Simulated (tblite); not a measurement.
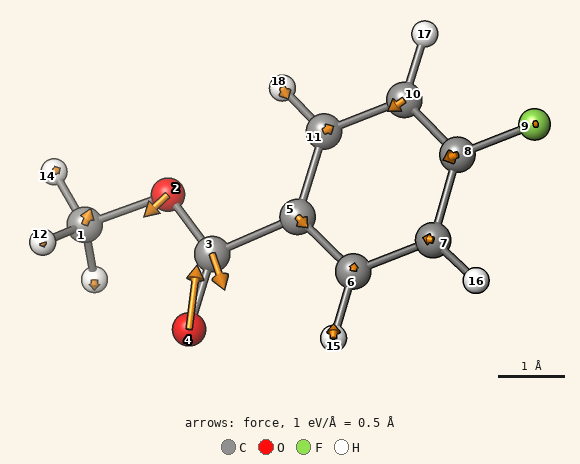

Starting geometry of C$_{8}$H$_{7}$FO$_{2}$ with the computed forces as orange arrows. The picture is a ball-and-stick view, seen at a tilt.

Theory: GFN2-xTB geometry optimisation, gas phase in tblite. 

What follows when this structure is relaxed?

It isn't relaxed: the largest force vector, on an O atom, is 2.11 eV/Å. The final displacements follow the starting forces only in part (cosine between the two patterns 0.56). After 18 geometry steps the energy has fallen by 9.94 kJ/mol. An H atom moves most after the best rigid fit: 0.054 Å. By element the largest moves are H 0.054 Å, O 0.048 Å, C 0.031 Å, F 0.014 Å. Some distances before and after: C–O 1.232 → 1.206 Å, C–O 1.440 → 1.420 Å, C–C 1.400 → 1.381 Å, C–C 1.412 → 1.394 Å. Among the angles between lasting bonds that change: O–C–O 126.8° → 123.2°, H–C–H 111.4° → 108.7°, O–C–H 108.4° → 106.2°. The run took 0.14 s on 2 threads of Intel(R) Xeon(R) Platinum 8488C, on a shared host.
